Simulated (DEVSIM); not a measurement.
Structure: Al/La2O3/p-Ge capacitor, at 400 K.

| layer (left to right) | material | thickness (nm) | Na (cm⁻³) |
|---|---|---|---|
| 1 | La2O3 | 2.60 | - |
| 2 | Ge | 380 | 2.4e18 |

Metal gate on the left, work function 4.1 eV. Fixed charge at the semiconductor interface 2.5e10 cm⁻² (in units of +e); interface traps 1e11 cm⁻² eV⁻¹, uniform in energy, neutral level at 0.5 of the gap above the valence band.

This is a model device: material constants are rounded textbook-type values typed into the input, and sizes, dopings and lifetimes were drawn at random. Values at 300 K; Nc and Nv go as T^1.5, mobilities as T to minus their exponent, the gap by Varshni's rule with the affinity fixed.

```csv
parameter,La2O3,Ge
gap (eV),5.8,0.664
affinity (eV),1.8,4
permittivity,27,16
Nc (cm⁻³),-,1.04e19
Nv (cm⁻³),-,6e18
Varshni α (eV/K),-,0.000477
Varshni β (K),-,235
```

Model (solved in DEVSIM): 1D Poisson equation in equilibrium, Boltzmann statistics, complete ionisation; no quantum confinement or tunnelling. Metal contacts follow the ideal Schottky-Mott rule: no Fermi-level pinning, no interface dipoles.

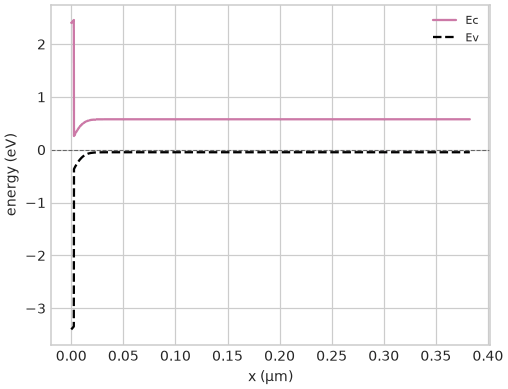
Figure. Band edges at -0.1 V on the gate

Energies count from the Fermi level of the right contact; mesh points crowd at the junctions.

| x (μm) | Ec (eV) | Ev (eV) | n (cm⁻³) | p (cm⁻³) | field (V/cm) |
|---|---|---|---|---|---|
| 0.000 | 2.400 | -3.400 | < 1e2 | < 1e2 | 230000 |
| 0.0006529 | 2.415 | -3.385 | < 1e2 | < 1e2 | 230000 |
| 0.001300 | 2.430 | -3.370 | < 1e2 | < 1e2 | 230000 |
| 0.001980 | 2.446 | -3.354 | < 1e2 | < 1e2 | 230000 |
| 0.002814 | 0.268 | -0.356 | 6.6e15 | 3.1e14 | 390000 |
| 0.003801 | 0.305 | -0.319 | 2.3e15 | 8.9e14 | 360000 |
| 0.005493 | 0.362 | -0.262 | 4.4e14 | 4.6e15 | 310000 |
| 0.009954 | 0.475 | -0.149 | 1.6e13 | 1.2e17 | 190000 |
| 0.01604 | 0.551 | -0.073 | 1.8e12 | 1.1e18 | 66000 |
| 0.02648 | 0.576 | -0.048 | 8.9e11 | 2.3e18 | 4500 |
| 0.04437 | 0.578 | -0.046 | 8.5e11 | 2.4e18 | 31 |
| 0.08854 | 0.578 | -0.046 | 8.5e11 | 2.4e18 | ≈ 0 |
| 0.1508 | 0.578 | -0.046 | 8.5e11 | 2.4e18 | ≈ 0 |
| 0.2378 | 0.578 | -0.046 | 8.5e11 | 2.4e18 | ≈ 0 |
| 0.3118 | 0.578 | -0.046 | 8.5e11 | 2.4e18 | ≈ 0 |
| 0.3418 | 0.578 | -0.046 | 8.5e11 | 2.4e18 | ≈ 0 |
| 0.3593 | 0.578 | -0.046 | 8.5e11 | 2.4e18 | ≈ 0 |
| 0.3695 | 0.578 | -0.046 | 8.5e11 | 2.4e18 | ≈ 0 |
| 0.3770 | 0.578 | -0.046 | 8.5e11 | 2.4e18 | ≈ 0 |
| 0.3798 | 0.578 | -0.046 | 8.5e11 | 2.4e18 | ≈ 0 |
| 0.3815 | 0.578 | -0.046 | 8.5e11 | 2.4e18 | ≈ 0 |
| 0.3826 | 0.578 | -0.046 | 8.5e11 | 2.4e18 | ≈ 0 |
